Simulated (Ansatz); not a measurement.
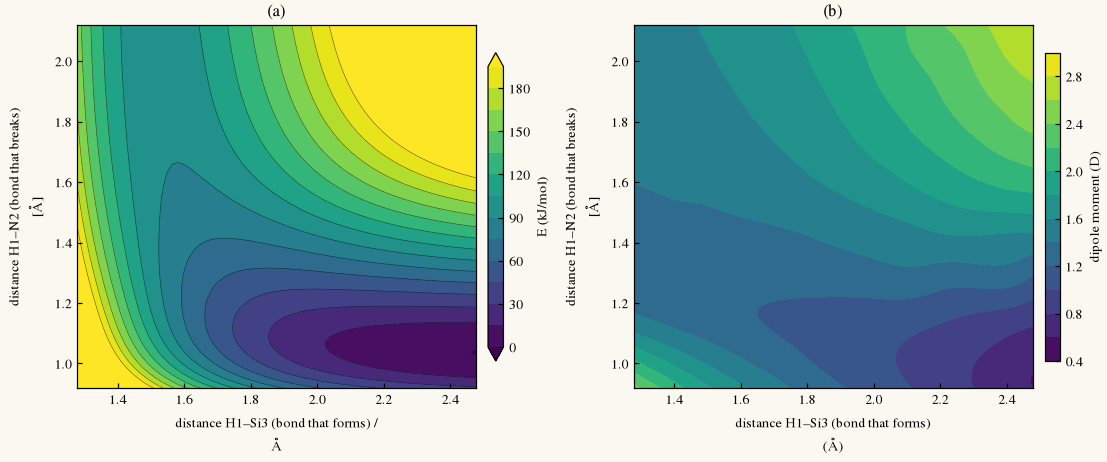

The reacting system H₆NSi (fragments H₃N + H₃Si where the first distance is long, H₄Si + H₂N where the second is long), spin multiplicity 2. The first coordinate is: distance H1–Si3 (bond that forms); the second: distance H1–N2 (bond that breaks). Relaxed at each point: all other coordinates. The grid has 13 × 13 points. Points are written as (first, second). All energies are given in kJ/mol relative to the lowest grid point. The calculation used UKS PBE-D4/def2-SVP in Ansatz.

Panel (a) is the energy and panel (b) the computed dipole moment on the same grid.

Drawn: filled contours, one colour for all values above the top of the scale. Between grid points the surface is interpolated.

How does the dipole moment vary over the map, and what is it at the lowest grid point?

Leaving out the highest fifth of the energies, it runs from 0.60 D at (2.478 Å, 0.918 Å) to 2.02 D at (2.001 Å, 1.994 Å). At the lowest grid point, (2.478 Å, 1.046 Å), it is 0.68 D. That point lies on the edge of the scan.
